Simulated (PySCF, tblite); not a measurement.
# B₁₂N₁₁H₁₃: electronic excitations, NMR shifts

Wanted: electronic excitations, NMR shifts for B₁₂N₁₁H₁₃.

Programs: tblite 0.8.0 and PySCF 2.14.0, with routines of our own; each step states its level. All values are computed. Atoms count from 0.

### Step 1. The starting structure

36 atoms, charge 0, multiplicity 1; geometry from: force field, distance geometry or constructed start.

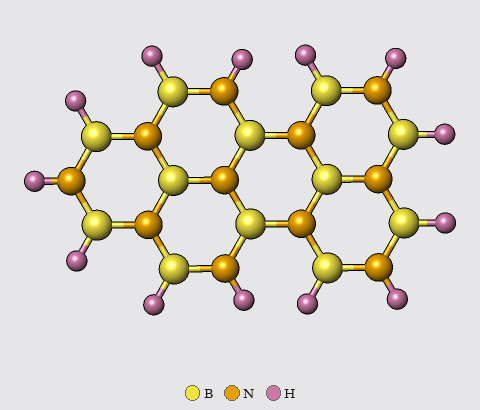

The starting geometry (boron yellow, nitrogen amber, hydrogen pink).

### Step 2. Relaxing the molecule with GFN2-xTB

The job: settings as JSON, then the geometry in Å.

```
{"job": {"kind": "relax", "xc": "GFN2-xTB", "basis": "xTB"}, "charge": 0, "multiplicity": 1}
B      1.260600     0.034900    -0.001600
N     -0.003200     0.764300    -0.006900
B     -1.250500     0.034400     0.001000
N     -1.256400    -1.408900    -0.006200
B     -0.001000    -2.139500     0.003400
N      1.252400    -1.413800    -0.002600
B     -2.511400    -2.136600    -0.003300
N     -2.508100    -3.585600     0.001500
B     -1.253000    -4.315400    -0.000400
N     -0.002800    -3.589100     0.001600
B      2.509400     2.210500    -0.002100
N      1.253200     2.934700    -0.000000
B     -0.003400     2.212400     0.005000
N      2.513700     0.761100    -0.002700
B      1.253500     4.391800     0.000200
N     -0.001900     5.112300     0.006300
B     -1.255300     4.388600     0.000900
N     -1.256800     2.933300    -0.001000
B      2.510900    -2.136500     0.002500
B      1.258500    -4.312400     0.002700
N      2.509200    -3.584500     0.001500
B     -2.512400     2.213200    -0.000200
N     -2.508100     0.766300     0.006600
H     -3.528900    -1.557600    -0.001500
H     -3.411600    -4.105700     0.000900
H     -1.261800    -5.484200     0.002500
H      3.525400     2.799000    -0.000700
H      3.411500     0.242300     0.001200
H      2.269600     4.972100    -0.002000
H      0.001100     6.152100     0.003400
H     -2.265400     4.972300    -0.001100
H      3.522800    -1.552000     0.000200
H      1.254700    -5.483200    -0.001900
H      3.414200    -4.109600     0.003700
H     -3.523500     2.798500    -0.003300
H     -3.411600     0.243900    -0.002900
```

Started as:

```console
> OMP_NUM_THREADS=2 python large_run.py task.json out
```

The driver reads the jobs from task.json and runs them one after another.

Log:

```text
step      E/eV     max force
  0   -1483.27627    1.581
  1   -1483.50674    1.015
  2   -1483.65023    0.634
  3   -1483.73873    0.611
  4   -1483.81889    0.381
  5   -1483.83678    0.212
  6   -1483.84333    0.117
  7   -1483.84580    0.076
  8   -1483.84727    0.060
  9   -1483.84813    0.043
 10   -1483.84867    0.042
 11   -1483.84903    0.032
 12   -1483.84927    0.033
 13   -1483.84944    0.023
 14   -1483.84955    0.019
```

Wall time 0.29 s (2 threads of Arm Neoverse V1, shared host).

The steps of the relaxation:

```csv
step,energy from step 0 (eV),largest force (eV/Å)
0,0.0000,1.5809
1,-0.2305,1.0150
2,-0.3740,0.6334
3,-0.4625,0.6109
4,-0.5426,0.3812
5,-0.5605,0.2120
6,-0.5671,0.1167
7,-0.5695,0.0755
8,-0.5710,0.0600
9,-0.5719,0.0426
10,-0.5724,0.0423
11,-0.5728,0.0323
12,-0.5730,0.0327
13,-0.5732,0.0228
14,-0.5733,0.0190
```

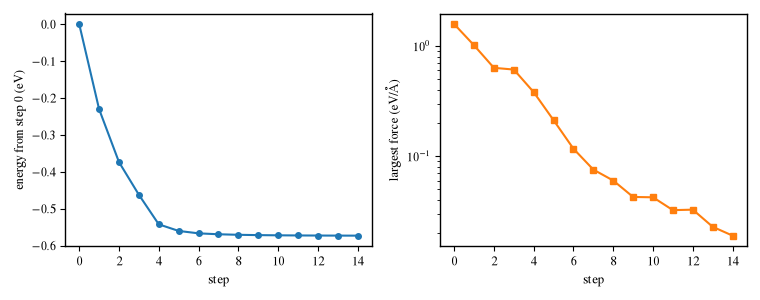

Energy and largest force along the relaxation.

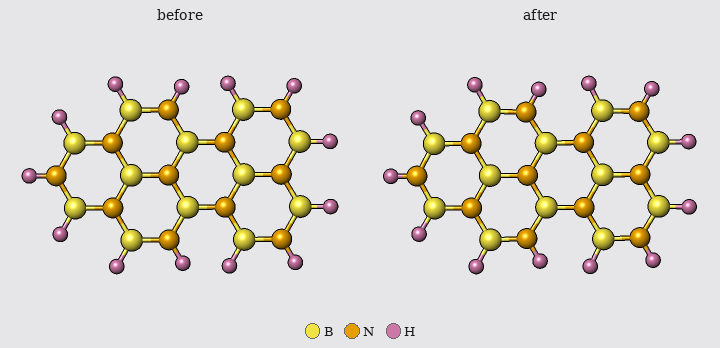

The geometry before (left) and after (right).

Close pairs (by a distance rule), those that changed most:

```csv
bond,before (Å),after (Å),change (Å)
B10–N13,1.449,1.406,-0.043
N7–B8,1.452,1.411,-0.041
B21–N22,1.447,1.406,-0.041
N20–H33,1.046,1.008,-0.038
N22–H35,1.044,1.007,-0.037
B19–N20,1.447,1.411,-0.037
B6–N7,1.449,1.414,-0.035
N7–H24,1.043,1.008,-0.034
```

The next job starts from the end point, and lists it.

### Step 3. Electronic excitations: TDDFT CAM-B3LYP/def2-SVP

The job: settings as JSON, then the geometry in Å.

```
{"job": {"kind": "uv", "basis": "def2-SVP", "grid": 1, "kgrid": 0, "vcut": 1.5, "nstates": 6, "ntriplets": 2, "tda": false, "delta": ["ip_vertical"], "pop": true, "xc": "CAM-B3LYP"}, "charge": 0, "multiplicity": 1}
B      1.240969     0.041861    -0.001190
N     -0.000133     0.763638    -0.000772
B     -1.241236     0.041817    -0.000915
N     -1.256179    -1.412218    -0.001070
B     -0.000339    -2.131494    -0.000564
N      1.255482    -1.412174    -0.000452
B     -2.479307    -2.148287    -0.001363
N     -2.438053    -3.562171     0.000182
B     -1.236092    -4.300495     0.000928
N     -0.000428    -3.581772     0.000347
B      2.482947     2.212667    -0.000927
N      1.248370     2.938541    -0.000114
B      0.000006     2.210511    -0.000093
N      2.443574     0.807111    -0.001028
B      1.242906     4.367785     0.000617
N      0.000228     5.042294     0.002678
B     -1.242575     4.367979     0.001185
N     -1.248266     2.938699     0.000313
B      2.478459    -2.148358     0.000839
B      1.235252    -4.300481     0.000835
N      2.437219    -3.562213     0.002102
B     -2.482993     2.212915    -0.000701
N     -2.443841     0.807234    -0.000123
H     -3.536018    -1.632510    -0.002702
H     -3.312941    -4.063242     0.000546
H     -1.262123    -5.472950     0.002350
H      3.512240     2.775182    -0.000958
H      3.317289     0.307183    -0.000931
H      2.246467     4.975259    -0.000719
H      0.000311     6.050773     0.003810
H     -2.246037     4.975676     0.000132
H      3.535030    -1.632543     0.000996
H      1.261223    -5.472936    -0.000022
H      3.312156    -4.063218     0.003178
H     -3.512330     2.775578    -0.001879
H     -3.317589     0.307313     0.000163
```

Method: TDDFT CAM-B3LYP/def2-SVP, vertical, gas phase, core orbitals frozen in the response, virtual orbitals cut by energy.

Log:

```text
start: PBE on a coarse grid of 30930 points
cycle   1  E = -907.1396736080  dE =  3.469e+00  |g| = 1.156e+00  |ddm| = 7.668e+00
cycle   2  E = -906.5616204141  dE =  5.781e-01  |g| = 1.963e+00  |ddm| = 2.899e+00
cycle   3  E = -907.4470427169  dE = -8.854e-01  |g| = 1.840e-01  |ddm| = 1.883e+00
cycle   4  E = -907.4556476885  dE = -8.605e-03  |g| = 6.536e-02  |ddm| = 2.516e-01
cycle   5  E = -907.4566546476  dE = -1.007e-03  |g| = 2.220e-02  |ddm| = 8.165e-02
cycle   6  E = -907.4567550136  dE = -1.004e-04  |g| = 1.128e-02  |ddm| = 2.937e-02
cycle   7  E = -907.4567817016  dE = -2.669e-05  |g| = 2.136e-03  |ddm| = 9.298e-03
final grid: 136525 points
cycle   8  E = -908.3541782451  dE = -1.748e-02  |g| = 1.018e-01  |ddm| = 3.620e-01
cycle   9  E = -908.3547875731  dE = -6.093e-04  |g| = 8.834e-02  |ddm| = 1.388e-01
cycle  10  E = -908.3564337590  dE = -1.646e-03  |g| = 1.230e-02  |ddm| = 6.942e-02
cycle  11  E = -908.3564790041  dE = -4.525e-05  |g| = 3.056e-03  |ddm| = 1.489e-02
cycle  12  E = -908.3564806662  dE = -1.662e-06  |g| = 8.193e-04  |ddm| = 4.584e-03
cycle  13  E = -908.3564807748  dE = -1.086e-07  |g| = 3.943e-04  |ddm| = 1.184e-03
cycle  14  E = -908.3564784135  dE =  2.361e-06  |g| = 1.003e-04  |ddm| = 4.751e-04
cycle  15  E = -908.3564786866  dE = -2.731e-07  |g| = 1.978e-05  |ddm| = 1.349e-04
converged SCF energy = -908.3564786866
Vertical ionisation energy (delta-SCF) = 9.1299 eV   <S^2> = 0.769

Static polarisability (au): isotropic 194.655, principal 100.318 218.158 265.489

Singlet excitations
state   eV       nm        f      main configurations
  1   6.6322    186.9   0.00089   H-3->L 0.25, H->L+2 0.19, H-1->L+1 0.16
  2   6.6458    186.6   0.63045   H->L 0.77
  3   6.7514    183.6   0.02789   H-1->L+1 0.21, H->L+3 0.18, H-2->L 0.15
  4   7.1304    173.9   0.05618   H->L+1 0.38, H-4->L 0.15
  5   7.1432    173.6   0.10110   H->L+4 0.20, H-2->L 0.12, H-1->L+1 0.10
  6   7.2969    169.9   0.01789   H->L+3 0.23, H-1->L 0.15, H-2->L 0.10

Triplet excitations (Tamm-Dancoff, eV): 6.1548 6.3510
```

Run time: 2.6 min. Hardware: 2 threads of Arm Neoverse V1, shared host; peak memory 1.5 GiB.

Frontier orbitals and where they lie:

```csv
orbital,eV,atoms
HOMO−4,-9.70,"N11 15 %, N17 15 %, N3 10 %"
HOMO−3,-9.50,"N9 30 %, N20 20 %, N7 20 %"
HOMO−2,-9.30,"N1 25 %, N13 22 %, N22 22 %"
HOMO−1,-9.00,"N15 26 %, N1 13 %, N11 12 %"
HOMO,-8.66,"N22 14 %, N13 14 %, N3 14 %"
LUMO,0.72,"B8 18 %, B19 18 %, B6 16 %"
LUMO+1,1.21,"B16 26 %, B14 26 %, B21 9 %"
LUMO+2,1.34,"B18 23 %, B6 23 %, B12 9 %"
LUMO+3,1.56,"B4 30 %, B10 11 %, B21 11 %"
```

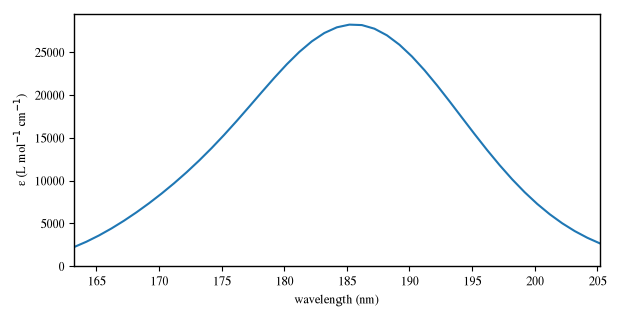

Absorption spectrum: each of the 6 states is a Gaussian band of 0.4 eV half-width at 1/e. Beyond the last state computed it falls off for lack of states.

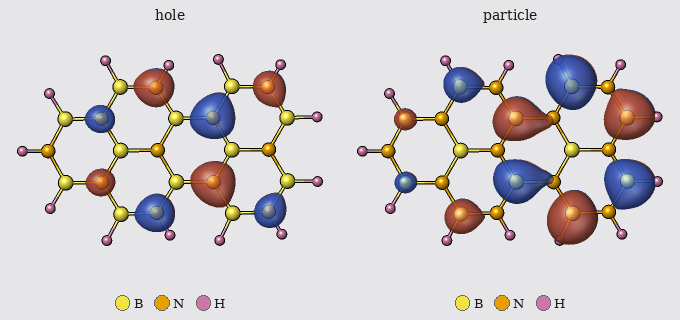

Leading natural transition orbitals of singlet state 2: the electron leaves the hole (left) for the particle orbital (right).

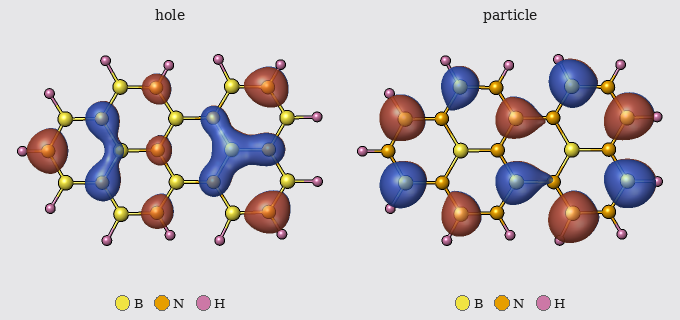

Leading natural transition orbitals of singlet state 1: the electron leaves the hole (left) for the particle orbital (right).

Further results of this job:

```csv
property,computed
dipole moment (D),1.66
polarisability (Å³),28.84
HOMO–LUMO gap (eV),9.37
−ε(HOMO) (eV),8.66
```

The fields below are evaluated on a grid from the run's orbitals.

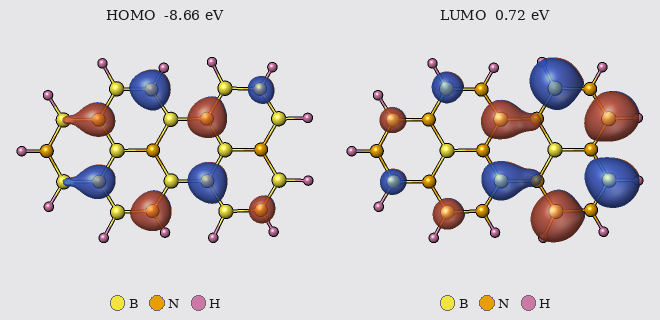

CAM-B3LYP/def2-SVP orbitals near the gap, drawn at the value that encloses 70 % of each; the two colours are the two signs.

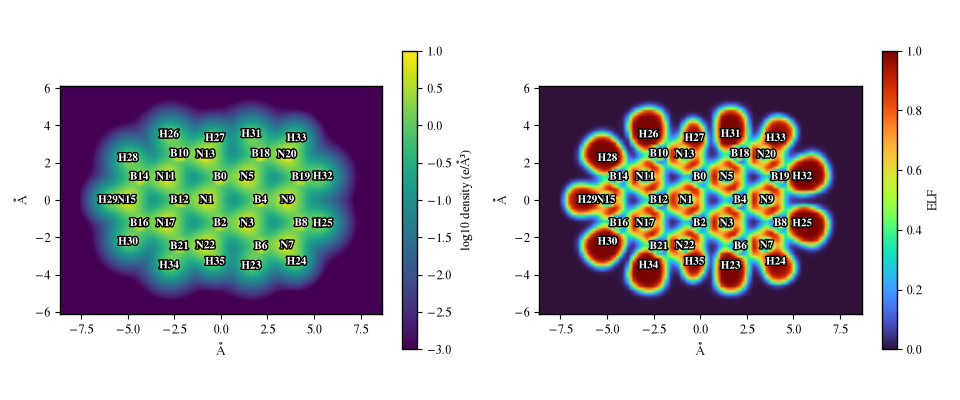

Density (left) and ELF (right) in a plane through or near 36 of the atoms.

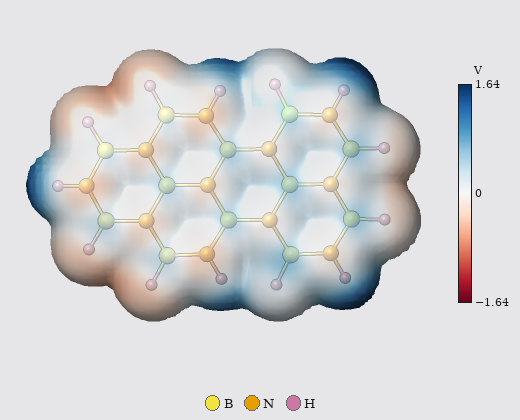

The potential that a unit positive charge feels on the 0.002 e/bohr³ surface, from -0.56 to 1.64 V.

### Step 4. NMR shifts: GIAO KT3/pcSseg-1

The job, as its differences from that of step 3:

```diff
@@ -1,2 +1,2 @@
-{"job": {"kind": "uv", "basis": "def2-SVP", "grid": 1, "kgrid": 0, "vcut": 1.5, "nstates": 6, "ntriplets": 2, "tda": false, "delta": ["ip_vertical"], "pop": true, "xc": "CAM-B3LYP"}, "charge": 0, "multiplicity": 1}
+{"job": {"kind": "nmr", "xc": "KT3", "basis": "pcSseg-1", "pop": false}, "charge": 0, "multiplicity": 1}
 B      1.240969     0.041861    -0.001190
```

Method: GIAO KT3/pcSseg-1 NMR shielding, non-relativistic, gas phase.

Log:

```text
start: PBE on a coarse grid of 30930 points
cycle   1  E = -907.7046975006  dE =  3.585e+00  |g| = 1.188e+00  |ddm| = 6.016e+00
cycle   2  E = -907.1217113874  dE =  5.830e-01  |g| = 2.008e+00  |ddm| = 2.544e+00
cycle   3  E = -908.0170467857  dE = -8.953e-01  |g| = 1.951e-01  |ddm| = 1.709e+00
cycle   4  E = -908.0262461248  dE = -9.199e-03  |g| = 6.431e-02  |ddm| = 2.145e-01
cycle   5  E = -908.0271807989  dE = -9.347e-04  |g| = 2.086e-02  |ddm| = 6.397e-02
cycle   6  E = -908.0272612336  dE = -8.043e-05  |g| = 1.115e-02  |ddm| = 2.590e-02
cycle   7  E = -908.0272893374  dE = -2.810e-05  |g| = 2.369e-03  |ddm| = 8.249e-03
final grid: 289481 points
cycle   8  E = -923.9252358189  dE = -4.643e-02  |g| = 1.429e-01  |ddm| = 5.431e-01
cycle   9  E = -923.9172493365  dE =  7.986e-03  |g| = 2.396e-01  |ddm| = 2.515e-01
cycle  10  E = -923.9296553794  dE = -1.241e-02  |g| = 1.222e-02  |ddm| = 1.580e-01
cycle  11  E = -923.9296931155  dE = -3.774e-05  |g| = 4.764e-03  |ddm| = 1.750e-02
cycle  12  E = -923.9296982286  dE = -5.113e-06  |g| = 1.690e-03  |ddm| = 4.520e-03
cycle  13  E = -923.9296983410  dE = -1.124e-07  |g| = 5.575e-04  |ddm| = 1.735e-03
cycle  14  E = -923.9296973904  dE =  9.506e-07  |g| = 1.141e-04  |ddm| = 4.623e-04
cycle  15  E = -923.9296982868  dE = -8.964e-07  |g| = 3.347e-05  |ddm| = 1.366e-04
converged SCF energy = -923.9296982868

GIAO shielding tensors (ppm)
atom      isotropic    diamagn.    paramagn.     s11        s22        s33       span
  0 B       78.081     201.504    -123.423     64.428     71.331     98.485     34.057
  1 N      134.862     352.714    -217.853     70.212     71.003    263.371    193.159
  2 B       78.078     201.498    -123.420     64.428     71.324     98.481     34.053
  3 N      125.945     344.669    -218.724     36.375     79.394    262.067    225.693
  4 B       79.514     199.589    -120.075     67.422     68.530    102.590     35.168
  5 N      125.952     344.661    -218.709     36.364     79.421    262.073    225.709
  6 B       75.848     201.113    -125.265     50.319     66.962    110.263     59.944
  7 N      119.290     323.980    -204.690    -20.189    155.309    222.752    242.941
  8 B       72.030     197.259    -125.230     51.015     60.376    104.698     53.684
  9 N      104.481     334.140    -229.659     13.444     34.130    265.869    252.425
 10 B       71.653     199.693    -128.040     48.683     63.309    102.968     54.285
 11 N      107.084     335.937    -228.853     16.043     37.696    267.514    251.471
 12 B       79.276     200.433    -121.157     66.861     68.940    102.026     35.165
 13 N      138.612     334.575    -195.963     29.789    158.368    227.678    197.888
 14 B       72.191     196.429    -124.237     50.952     61.003    104.619     53.667
 15 N      118.948     320.291    -201.343    -19.720    154.865    221.700    241.420
 16 B       72.190     196.424    -124.234     50.952     61.000    104.618     53.666
 17 N      107.074     335.936    -228.862     16.024     37.689    267.508    251.484
 18 B       75.849     201.118    -125.269     50.315     66.965    110.268     59.954
 19 B       72.030     197.256    -125.226     51.016     60.374    104.700     53.685
 20 N      119.303     323.986    -204.682    -20.165    155.324    222.751    242.916
 21 B       71.647     199.687    -128.040     48.679     63.303    102.960     54.281
 22 N      138.580     334.577    -195.997     29.732    158.351    227.656    197.924
 23 H       26.616      34.268      -7.652     21.634     27.620     30.593      8.959
 24 H       25.545      26.011      -0.466     21.106     25.686     29.844      8.738
 25 H       26.831      26.994      -0.163     23.349     28.138     29.007      5.658
 26 H       26.796      30.427      -3.631     23.110     27.993     29.286      6.176
 27 H       25.291      35.458     -10.167     17.605     27.459     30.810     13.205
 28 H       26.847      27.650      -0.803     23.402     28.232     28.907      5.505
 29 H       25.627      22.029       3.598     21.568     25.456     29.858      8.290
 30 H       26.847      27.648      -0.801     23.402     28.231     28.907      5.505
 31 H       26.618      34.274      -7.656     21.635     27.622     30.597      8.962
 32 H       26.832      26.994      -0.162     23.349     28.138     29.008      5.658
 33 H       25.545      26.014      -0.468     21.105     25.685     29.845      8.739
 34 H       26.795      30.422      -3.628     23.108     27.991     29.285      6.177
 35 H       25.290      35.457     -10.167     17.605     27.459     30.806     13.202
```

Wall time 26 s (2 threads of Arm Neoverse V1, shared host); peak memory 1.1 GiB.

The references, computed at this level on geometries of the same kind, shield at (ppm): ¹H TMS 31.76, ¹⁵N NH3 264.4, ¹¹B BF3·OEt2 100.0. Their shielding less the atom's gives the shift. The references are single molecules in the gas phase, so shifts against H2O, NH3, PH3, H3PO4 or CFCl3 are not on the usual liquid scales and can be off by tens of ppm. Atoms listed in one row are averaged.

```csv
atoms,environment,σ (ppm),δ (ppm)
"H27, H35",hydrogen on a nitrogen bonded to 2 B,25.29,6.47
"H24, H33",hydrogen on a nitrogen bonded to 2 B,25.55,6.21
H29,hydrogen on a nitrogen bonded to 2 B,25.63,6.13
"H23, H31",hydrogen on a boron bonded to 2 N,26.62,5.14
"H26, H34",hydrogen on a boron bonded to 2 N,26.80,4.96
"H25, H32",hydrogen on a boron bonded to 2 N,26.83,4.93
"H28, H30",hydrogen on a boron bonded to 2 N,26.85,4.91
"B10, B21","boron bonded to 2 N, H",71.7,28.3
"B8, B19","boron bonded to 2 N, H",72.0,27.9
"B14, B16","boron bonded to 2 N, H",72.2,27.8
"B6, B18","boron bonded to 2 N, H",75.8,24.1
"B0, B2",boron bonded to 3 N,78.1,21.9
B12,boron bonded to 3 N,79.3,20.7
B4,boron bonded to 3 N,79.5,20.5
N9,nitrogen bonded to 3 B,104.5,159.9
"N11, N17",nitrogen bonded to 3 B,107.1,157.3
N15,"nitrogen bonded to 2 B, H",118.9,145.4
"N7, N20","nitrogen bonded to 2 B, H",119.3,145.1
"N3, N5",nitrogen bonded to 3 B,125.9,138.4
N1,nitrogen bonded to 3 B,134.9,129.5
"N13, N22","nitrogen bonded to 2 B, H",138.6,125.8
```

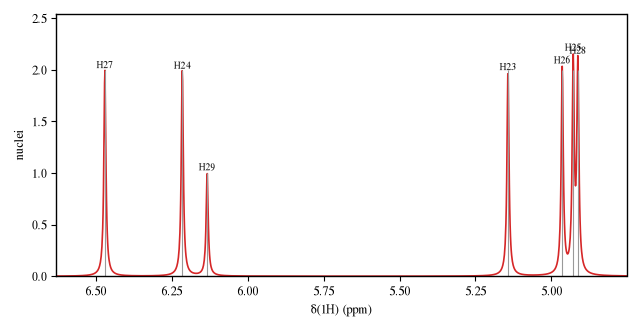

¹H lines at the computed shifts, without couplings. Lines are broadened to a width of 0.01 ppm (Lorentzian).

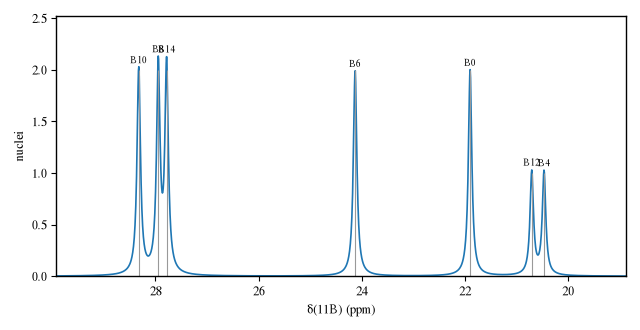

¹¹B lines at the computed shifts, without couplings. Lines are broadened to a width of 0.08 ppm (Lorentzian).

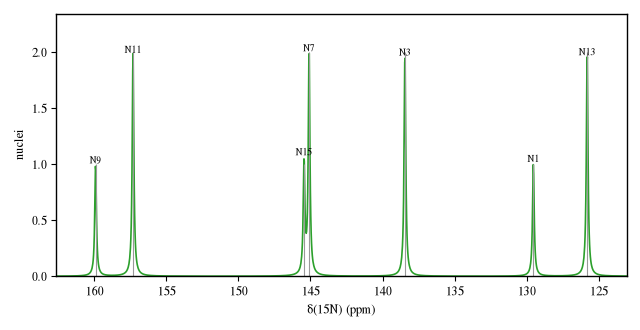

¹⁵N lines at the computed shifts, without couplings. Lines are broadened to a width of 0.14 ppm (Lorentzian).

Ring of atoms B0, N1, B2, N3, B4, N5: NICS(0) -0.5, NICS(1) -1.2, NICS(1)zz 3.8 ppm (means of both faces).

Ring of atoms B0, N1, B10, N11, B12, N13: NICS(0) -1.1, NICS(1) -1.8, NICS(1)zz 0.8 ppm (means of both faces).

Ring of atoms N3, B4, B6, N7, B8, N9: NICS(0) -1.3, NICS(1) -2.4, NICS(1)zz -1.0 ppm (means of both faces).

### Step 5. Outcome

```
                                                                   quantity                                                value
                                        lowest singlet (CAM-B3LYP/def2-SVP)                          6.63 eV (187 nm), f = 0.001
                                   brightest single state of those computed                          state 2, 6.65 eV, f = 0.630
                                                             lowest triplet                                              6.15 eV
                                      surface potential, least and greatest                                   -0.56 V and 1.64 V
      ¹H shifts against TMS (KT3/pcSseg-1, means over atoms taken as alike)         6.47, 6.21, 6.13, 5.14, 4.96, 4.93, 4.91 ppm
¹¹B shifts against BF3·OEt2 (KT3/pcSseg-1, means over atoms taken as alike)         28.3, 27.9, 27.8, 24.1, 21.9, 20.7, 20.5 ppm
     ¹⁵N shifts against NH3 (KT3/pcSseg-1, means over atoms taken as alike)  159.9, 157.3, 145.4, 145.1, 138.4, 129.5, 125.8 ppm
```

The first singlet state (HOMO−3→LUMO 0.25, HOMO→LUMO+2 0.19) lies at 6.63 eV and is dark; of the 6 states computed, the strongest absorption comes from state 2 at 6.65 eV. The lowest triplet lies 0.48 eV below the lowest singlet (triplets in Tamm-Dancoff, singlets in full TDDFT). The basis of CAM-B3LYP/def2-SVP has no diffuse functions, so Rydberg states are missing and the high states are unreliable.
